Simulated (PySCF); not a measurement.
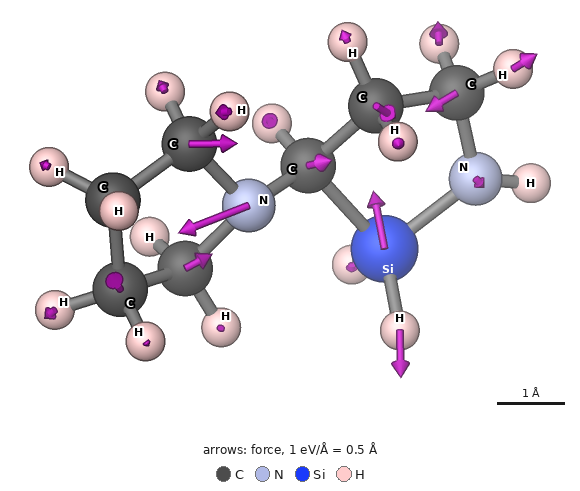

Starting geometry of C$_{7}$H$_{16}$N$_{2}$Si with the computed forces as purple arrows. The picture is a ball-and-stick view, seen at a tilt.

The start comes from GFN2-xTB. Its atoms were then displaced at random by about 0.01 Å.

Theory: PBE0-D3(BJ)/def2-SVP geometry optimisation, gas phase (PySCF). 

Q: Is this structure relaxed? If not, where do the atoms go?

A: It isn't relaxed: the largest force vector, on an N atom, is 2.39 eV/Å. The final displacements have little in common with the starting forces (cosine between the two patterns 0.25). The energy falls by 0.248 eV in 5 geometry steps. The largest moves after the best rigid fit, 0.17 Å, are those of H atoms. By element the largest moves are H 0.17 Å, N 0.06 Å, C 0.06 Å, Si 0.02 Å. Some distances before and after: H–Si 1.421 → 1.499 Å, C–C 1.496 → 1.526 Å, C–N 1.479 → 1.450 Å, C–H 1.076 → 1.104 Å. Bond angles that change, for instance: Si–C–H 111.3° → 106.6°, H–Si–H 111.4° → 106.8°, C–Si–H 109.9° → 113.5°.
